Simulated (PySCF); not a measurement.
# MoSe₃: singlet, from a trigonal pyramidal start

Aim: relax MoSe₃ as a singlet from a trigonal pyramidal start, check by its vibrations whether the end is a minimum, and collect its spectrum and constants.

Program: PySCF 2.14.0. Level of theory: B3LYP, basis Mo def2-SVP with ECP28, Se def2-SVP, scalar-relativistic core potentials, no spin–orbit coupling, density fitting. These are calculated values, not measurements.

## (1) The starting structure

4 atoms, charge 0, spin multiplicity 1.

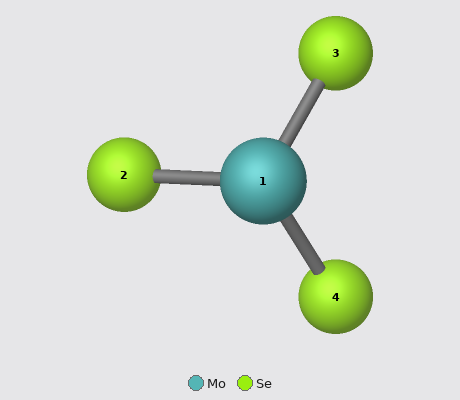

Start geometry, drawn with molybdenum teal, selenium green; atoms are numbered from 1 in the order of the file.

```xyz
4
charge 0 multiplicity 1
Mo    0.0000    0.0000    0.0000
Se    2.0131    0.0000    1.0704
Se   -1.0066    1.7434    1.0704
Se   -1.0066   -1.7434    1.0704
```

## (2) Finding the electronic state

One driver script runs all steps and calls PySCF; scf.py shows how it sets up the SCF of each step. The optimiser is the driver's own. After this first run the driver tries any further starts and a stability analysis.

Contents of scf.py:

```python
from pyscf import gto, scf, dft
mol = gto.M(atom='''
Mo     0.000000     0.000000     0.000000
Se     2.013100     0.000000     1.070400
Se    -1.006600     1.743400     1.070400
Se    -1.006600    -1.743400     1.070400''',
    basis={'Mo': 'def2-SVP', 'Se': 'def2-SVP'},
    ecp={'Mo': 'def2-SVP'},
    charge=0, spin=0)
mf = dft.RKS(mol, xc='B3LYP')
mf.grids.atom_grid = (50, 194)
aux = {'Mo': 'def2-universal-JKFIT', 'Se': 'def2-universal-JKFIT'}
mf = mf.density_fit(auxbasis=aux)
mf.conv_tol = 1e-08
mf.diis_space = 10
mf.max_cycle = 60
mf.init_guess = 'minao'
mf.verbose = 4
mf.kernel()
```

The run is started by

```sh
$ OMP_NUM_THREADS=2 python axn.py task.json out
```

The log of the run:

```text
init E= -7262.13237319221
  HOMO = -0.429285583909393  LUMO = -0.388765573639447  gap/eV = 1.10261
cycle= 1 E= -7272.07226116818  delta_E= -9.94  |g|= 0.628  |ddm|= 3.88
  HOMO = -0.170072032256736  LUMO = -0.0589611162042516  gap/eV = 3.02348
cycle= 2 E= -7271.14411406681  delta_E= 0.928  |g|= 1.82  |ddm|= 2.32
  HOMO = -0.184187170877485  LUMO = -0.177315498724766  gap/eV = 0.18699
cycle= 3 E= -7271.79928749933  delta_E= -0.655  |g|= 1.28  |ddm|= 2.44
  HOMO = -0.209865583573042  LUMO = -0.170350663975857  gap/eV = 1.07526
cycle= 4 E= -7272.13724814625  delta_E= -0.338  |g|= 0.425  |ddm|= 0.65
  HOMO = -0.217847751720403  LUMO = -0.165972652121205  gap/eV = 1.41159
cycle= 5 E= -7272.17564832732  delta_E= -0.0384  |g|= 0.153  |ddm|= 0.212
  HOMO = -0.217216781282207  LUMO = -0.160539322709603  gap/eV = 1.54227
cycle= 6 E= -7272.18113295373  delta_E= -0.00548  |g|= 0.0278  |ddm|= 0.0999
  HOMO = -0.217382538400168  LUMO = -0.159799219686643  gap/eV = 1.56692
cycle= 7 E= -7272.18131166529  delta_E= -0.000179  |g|= 0.00664  |ddm|= 0.0224
  HOMO = -0.217380182478632  LUMO = -0.15966357770504  gap/eV = 1.57055
cycle= 8 E= -7272.18131187629  delta_E= -2.11e-07  |g|= 0.00578  |ddm|= 0.0142
  HOMO = -0.217393567526457  LUMO = -0.159658001873456  gap/eV = 1.57106
cycle= 9 E= -7272.18132477409  delta_E= -1.29e-05  |g|= 0.000399  |ddm|= 0.00859
  HOMO = -0.217417125678245  LUMO = -0.159692269762925  gap/eV = 1.57077
cycle= 10 E= -7272.18132480908  delta_E= -3.5e-08  |g|= 0.000121  |ddm|= 0.000463
  HOMO = -0.217409996186432  LUMO = -0.159693459557182  gap/eV = 1.57055
cycle= 11 E= -7272.18132481352  delta_E= -4.44e-09  |g|= 2.27e-05  |ddm|= 0.00017
  HOMO = -0.217409665230384  LUMO = -0.159698982187519  gap/eV = 1.57039
Extra cycle  E= -7272.18132480943  delta_E= 4.09e-09  |g|= 0.000133  |ddm|= 0.000122
converged SCF energy = -7272.18132480943
```

This step, with its further starts and checks, needed 33 s of wall time on 2 threads of Arm Neoverse V2, shared host.

The starts that the driver tried:

| start | energy (Eh) |
| --- | --- |
| the minimal-basis guess | -7272.181325 |
| a thermally smeared density | -7272.181325 |
| a smeared PBE density | -7272.181325 |

The test of internal stability and the other starts found no lower closed-shell solution.

## (3) Relaxation: trigonal pyramidal start, singlet

The program finds C3v symmetry in the start, which this walk keeps. Threshold on the gradient: 0.0003 Eh/bohr, with a further test on the energy change.

scf.py: that of step 2 with these lines changed.

```diff
@@ -3,4 +3,4 @@
-Mo     0.000000     0.000000     0.000000
-Se     2.013100     0.000000     1.070400
-Se    -1.006600     1.743400     1.070400
-Se    -1.006600    -1.743400     1.070400''',
+Mo     0.000003    -0.000000    -0.760030
+Se     2.013118    -0.000000     0.310378
+Se    -1.006561     1.743412     0.310366
+Se    -1.006561    -1.743412     0.310366''',
@@ -17 +16,0 @@
-mf.init_guess = 'minao'
```

Energy and gradient, step by step:

```
step   energy (Eh)  change (kJ/mol)  largest symmetric gradient (Eh/bohr)
   0  -7272.181325             0.00                               0.04594
   1  -7272.190914           -25.18                               0.01048
   2  -7272.192923           -30.45                               0.00306
   3  -7272.193110           -30.94                               0.00091
   4  -7272.193113           -30.95                               0.00021
   5  -7272.193113           -30.95                               0.00002
```

The walk took 39 s.

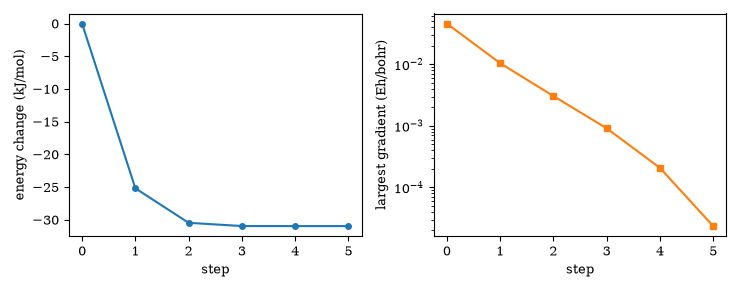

How energy and gradient fall.

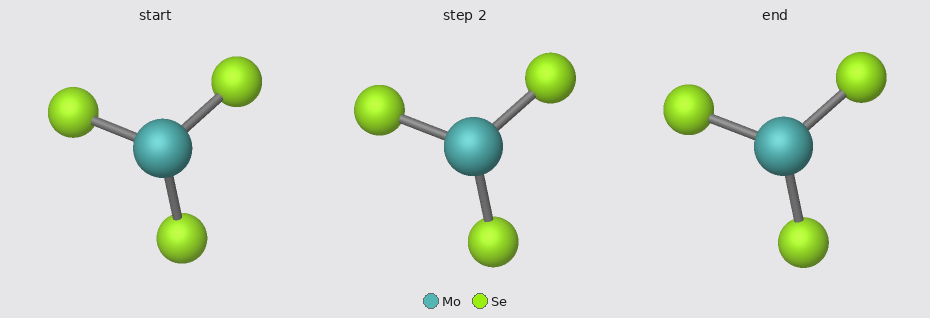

Start and end of the relaxation, with a step between.

After 5 steps and 31.0 kJ/mol it ends at C3v: Mo–Se 2.263 Å (×3); Se–Mo–Se 108.8° (×3).

## (4) Hessian and properties

On the finer grid the gradient is checked again; gradients at displacements of ±0.02 bohr then give force constants and infrared intensities.

scf.py: that of step 3 with these lines changed.

```diff
@@ -3,4 +3,4 @@
-Mo     0.000003    -0.000000    -0.760030
-Se     2.013118    -0.000000     0.310378
-Se    -1.006561     1.743412     0.310366
-Se    -1.006561    -1.743412     0.310366''',
+Mo     0.000002     0.000000    -0.552289
+Se     2.124520    -0.000000     0.225645
+Se    -1.062261     1.839889     0.225633
+Se    -1.062261    -1.839889     0.225633''',
@@ -11 +11 @@
-mf.grids.atom_grid = (50, 194)
+mf.grids.atom_grid = (75, 302)
@@ -14 +14 @@
-mf.conv_tol = 1e-08
+mf.conv_tol = 1e-10
```

This SCF starts from the last density.

Log of the central SCF (cycles and frontier levels):

```text
init E= -7272.19315271217
  HOMO = -0.226827684537708  LUMO = -0.169168131459627  gap/eV = 1.56900
cycle= 1 E= -7272.19315271216  delta_E= 1.64e-11  |g|= 3.01e-06  |ddm|= 5.47e-06
  HOMO = -0.226827545916003  LUMO = -0.169167676164509  gap/eV = 1.56900
Extra cycle  E= -7272.1931527121  delta_E= 6e-11  |g|= 1.14e-05  |ddm|= 1.41e-05
converged SCF energy = -7272.1931527121
```

The whole step took 76 s.

Geometry: C3v; Mo–Se 2.262 Å (×3); Se–Mo–Se 108.8° (×3).

Harmonic modes (main isotopes):

| symmetry | ω (cm⁻¹) | IR (km/mol) | type |
| --- | --- | --- | --- |
| e | 114 | 1.3 | bend |
| a1 | 122 | 0.1 | bend |
| a1 | 338 | 0.2 | stretch |
| e | 389 | 59.3 | stretch |

All wavenumbers are real: a minimum.

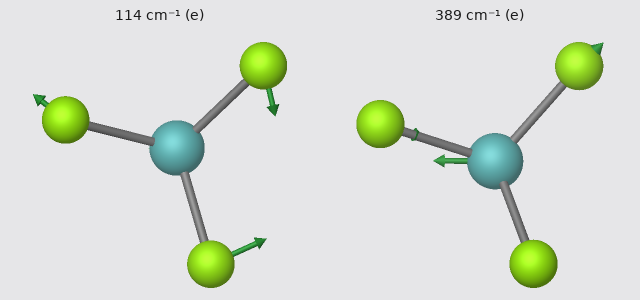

How the atoms move in 2 of the modes.

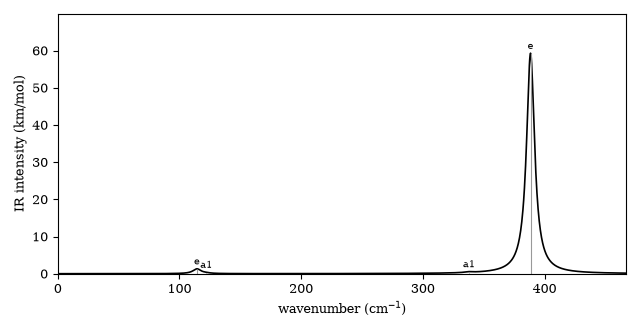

The harmonic infrared spectrum (widths in cm⁻¹). Lines are broadened to a width of 8 cm⁻¹ (Lorentzian).

Constants and moments:

- Dipole moment: 2.70 D
- Highest occupied level: -6.17 eV
- Lowest empty level: -4.60 eV
- Rotational constants: 0.02891, 0.02891, 0.01558 cm⁻¹
- Zero-point energy: 8.8 kJ/mol
- Principal polarisabilities: 63.1, 139.8, 139.8 bohr³
- Atomisation energy without zero-point energy: 1053 kJ/mol
- Principal traceless quadrupole moments about the centre of mass: -4.45, -4.45, 8.91 D Å
- Entropy at 298.15 K and 1 bar: 355.9 J/(mol K)
- Heat capacity Cp at 298.15 K: 76.8 J/(mol K)
- Enthalpy at 298.15 K above 0 K: 18.12 kJ/mol
- Rotational symmetry number: 3

Charges (e) and bond orders:

```tsv
atom	Mulliken	Löwdin	polar tensor	Mayer order to Mo1
Mo1	0.10	-0.87	0.88	–
Se2,3,4	-0.03	0.29	-0.29	2.21
```

Mulliken populations on Mo1 (outside its core potential): s 2.46, p 6.64, d 4.78, f 0.02.

## (5) Would spin polarisation lower it?

At the lowest minimum the closed shell is tested against spin polarisation, on the (50, 194) grid. It is stable.

## (6) Summary of results

| quantity | value |
| --- | --- |
| minimum | singlet, C3v |
| geometry | Mo–Se 2.262 Å (×3); Se–Mo–Se 108.8° (×3) |
| wavenumbers (cm⁻¹) | 114 (e), 122 (a1), 338 (a1), 389 (e) |
| dipole moment | 2.70 D |
| highest occupied, lowest empty level | -6.17, -4.60 eV |
| polar-tensor charge of Mo1 | +0.88 e |
| zero-point energy | 8.8 kJ/mol |
| entropy at 298.15 K | 355.9 J/(mol K) |
| atomisation energy (no zero-point energy) | 1053 kJ/mol |

The trigonal pyramidal start keeps its C3v symmetry and ends in a minimum. The strongest infrared band lies at 389 cm⁻¹ (e, stretch). Other starts or spin states, not run here, may lie lower.

The search up to here needed 2.6 min of wall time on 2 threads of Arm Neoverse V2, shared host.
